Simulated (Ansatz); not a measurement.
## WH7ClO: frequency calculation

The run: frequency calculation of WH7ClO. Method and program: RKS PBE/def2-SVP (Ansatz 0.2.0).

It belongs to a series of runs on one base structure; here: vibrations at the highest image of the band. Figures and captions count atoms from 1; the log counts them from 0 in places.

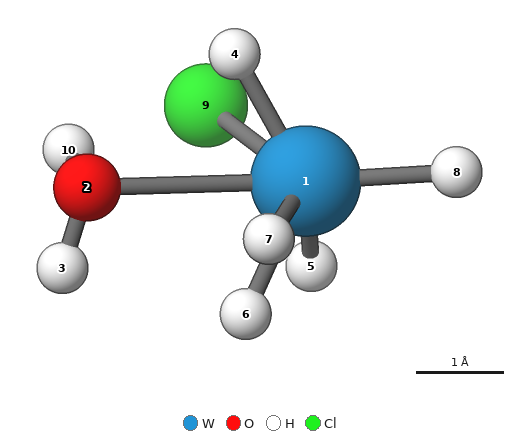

Figure 1. The structure (ball-and-stick view, seen at a tilt; atoms are numbered from 1 in the order of the input). Sticks mark near contacts. Bond lengths as drawn: Cl–W 2.50 Å, H–O 0.98 to 0.99 Å, H–W 1.67 to 1.75 Å and O–W 2.55 Å.

### The input
```yaml
crystal:
  periodic: [false, false, false]
  atoms:
    - { symbol: W, position_ang: [0.36855, -0.168153, -0.220783] }
    - { symbol: O, position_ang: [0.083118, 0.211334, 2.280731] }
    - { symbol: H, position_ang: [-0.839828, 0.497869, 2.422846] }
    - { symbol: H, position_ang: [1.738744, -0.242526, 0.758006] }
    - { symbol: H, position_ang: [-0.444797, 1.183832, -0.782457] }
    - { symbol: H, position_ang: [-1.186601, 0.220139, 0.270662] }
    - { symbol: H, position_ang: [-0.487859, -1.426991, 0.568409] }
    - { symbol: H, position_ang: [0.568376, -0.860225, -1.810542] }
    - { symbol: Cl, position_ang: [1.381433, 2.047642, 0.343734] }
    - { symbol: H, position_ang: [0.596364, 1.054879, 2.270892] }
basis:
  gaussian: { orbitals: def2-SVP }
hamiltonian:
  xc: pbe
phonons: {}
```

Launched with:
```bash
ansatz run input.yaml --threads 2 --pin off --max-ram 3072MiB --backend cpu --events-out ev --progress --plain --runs-dir out
```

### What the program printed
```
Engine: ansatz 0.2.0, aarch64-unknown-linux-gnu
Functional definition: PBE
  parameter kappa = 0.804
  parameter beta = 0.06672455060314922
  exchange = pbe_x(kappa = kappa, mu = beta*pi^2/3)
  correlation = pbe_c(beta = beta)
1051 factors; their error is unknown
mean field evaluation 1: about -16490.6883 eV, gradient 4.8e1 eV
mean field evaluation 2: about -16421.4068 eV, gradient 1.6e2 eV
mean field evaluation 4: about -16491.6806 eV, gradient 3.7e1 eV
mean field evaluation 8: about -16495.1826 eV, gradient 2.8e-1 eV
mean field evaluation 16: about -16495.1333 eV, gradient 1.1e-3 eV
mean field -16495.13334875 eV, -606.1849697635 hartree, gradient 4.9e-5 eV, S^2 0.000000; 0 other end points of the search recorded, 0 dependent functions left out
the calculation of the forces begins
reference -16495.13341088 eV, -606.1849720467 hartree; 23, 23 occupied and 76, 76 virtual orbitals, 1051 factors
these checks for a lower state are left out or cut short: stability, starts, cluster_reference, orbital_swaps, neighbouring_geometries, increment
1051 factors; their error is unknown
mean field -16495.13319553 eV, -606.1849641330 hartree, gradient 3.0e-6 eV, S^2 0.000000; 0 other end points of the search recorded, 0 dependent functions left out
[... from here on the field's lines of each further geometry are left out, up to the last ...]
the calculation of the forces begins
reference -16495.13338779 eV, -606.1849711983 hartree; 23, 23 occupied and 76, 76 virtual orbitals, 1051 factors
these checks for a lower state are left out or cut short: stability, starts, cluster_reference, orbital_swaps, neighbouring_geometries, increment
1051 factors; their error is unknown
mean field evaluation 416: about -16495.1828 eV, gradient 2.4e-1 eV
mean field -16495.13336214 eV, -606.1849702558 hartree, gradient 6.9e-7 eV, S^2 0.000000; 0 other end points of the search recorded, 0 dependent functions left out
the calculation of the forces begins
reference -16495.13342427 eV, -606.1849725387 hartree; 23, 23 occupied and 76, 76 virtual orbitals, 1051 factors
WARN: phonons: modes at or below zero, which the zero-point energy, F, S and C_V leave out: 1, the lowest at -556.93 cm⁻¹. A minimum has none, and a first-order saddle one
Total energy: -16495.13341088 eV, -606.1849720467 hartree
Atom 0 at     0.368550    -0.168153    -0.220783 Å, force    -0.006796     0.002485     0.019596 eV/Å
Atom 1 at     0.083118     0.211334     2.280731 Å, force     0.006394    -0.040279    -0.000160 eV/Å
Atom 2 at    -0.839828     0.497869     2.422846 Å, force    -0.004765     0.016491     0.001698 eV/Å
Atom 3 at     1.738744    -0.242526     0.758006 Å, force    -0.003982    -0.001389    -0.012552 eV/Å
Atom 4 at    -0.444797     1.183832    -0.782457 Å, force     0.007801    -0.009861    -0.001525 eV/Å
Atom 5 at    -1.186601     0.220139     0.270662 Å, force     0.005497     0.001079     0.000439 eV/Å
Atom 6 at    -0.487859    -1.426991     0.568409 Å, force     0.002920     0.007191    -0.000953 eV/Å
Atom 7 at     0.568376    -0.860225    -1.810542 Å, force    -0.000751    -0.000640    -0.001191 eV/Å
Atom 8 at     1.381433     2.047642     0.343734 Å, force     0.001732     0.009765     0.001946 eV/Å
Atom 9 at     0.596364     1.054879     2.270892 Å, force    -0.008050     0.015158    -0.007298 eV/Å
Dipole moment:    -0.284372    -0.104772     0.256185 e Å
Vibrations: -556.93 142.72 188.61 241.68 284.58 407.27 457.42 564.98 616.44 652.59 681.84 772.86 862.00 918.06 996.11 1099.44 1569.72 1929.34 1958.21 2024.74 2044.63 2062.28 3514.87 3732.41 cm⁻¹, zero-point energy 1.718595 eV
```

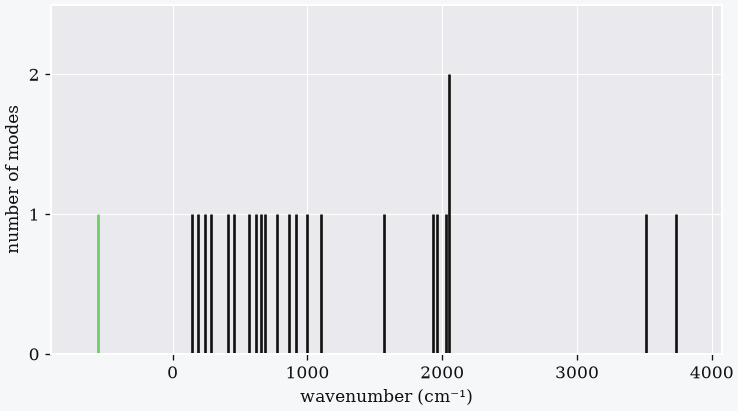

Figure 2. Harmonic vibrational wavenumbers from the force constants; neighbouring modes closer than 19 cm⁻¹ are counted in one stick, and imaginary ones are drawn at negative wavenumbers. 24 modes from 557i to 3732 cm⁻¹, 1 imaginary beyond 8i (557i cm⁻¹): a first-order saddle point, if the geometry is stationary.

### Key numbers

```json
{"quantity": "outcome", "value": "converged"}
{"quantity": "total energy", "value": "−16495.1334 eV"}
{"quantity": "mean-field energy", "value": "−16495.1334 eV"}
{"quantity": "largest force (length of the vector)", "value": "0.041 eV/Å"}
{"quantity": "hardware", "value": "2 threads of Arm Neoverse V1, 24 GiB of memory available, shared host"}
{"quantity": "wall time", "value": "82 s (CPU time 2.7 min)"}
{"quantity": "peak memory", "value": "0.14 GiB"}
```
